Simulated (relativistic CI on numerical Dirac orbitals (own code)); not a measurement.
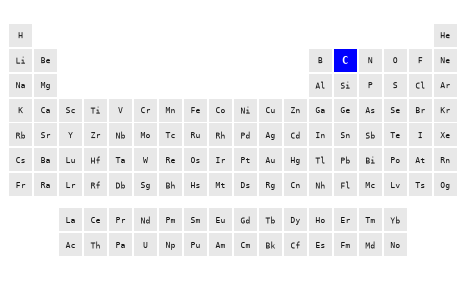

Figure 1. The place of carbon in the periodic table.

**C³⁺: relativistic CI calculation**

System: C³⁺.
Method: Dirac-Coulomb-Breit CI, KLI orbitals optimised for each configuration, model QED (radiative potential, 1s self-energy scaled to tabulated hydrogen-like ionisation energies), numerical settings as typed (relativistic CI on numerical Dirac orbitals, in-house).

### Input
```
atom C  Z=6  charge=3  electrons=3
nucleus A=12  rms_radius_fm=2.4702
hamiltonian dirac-coulomb  breit=on  qed=on  c_scale=1
orbitals kli  potential=per-configuration
slater_scale 1
correlation none
mixing on
grid step=0.002 r_max=25.7
scf mixing=0.4 start=green max_iterations=54 tolerance=2e-08 node_fill=0.05
configurations
  [He] 2s
  [He] 2p
  [He] 3s
  [He] 3p
  [He] 3d
end
```

Hardware: 1 CPU thread, shared host.

The run was one of a batch that the task file lists, launched with:
```bash
python <driver script> task.json out
```

The program writes its results to a structured record and prints no log; tables and figures of this report are taken from that record.

### Outcome

| quantity | value |
| --- | --- |
| outcome | refused by the program |

### Diagnosis

One thing in this input was made wrong on purpose: grid. The program refused the input; the driver noted: the grid has 8878 points, outside 40 to 4096.
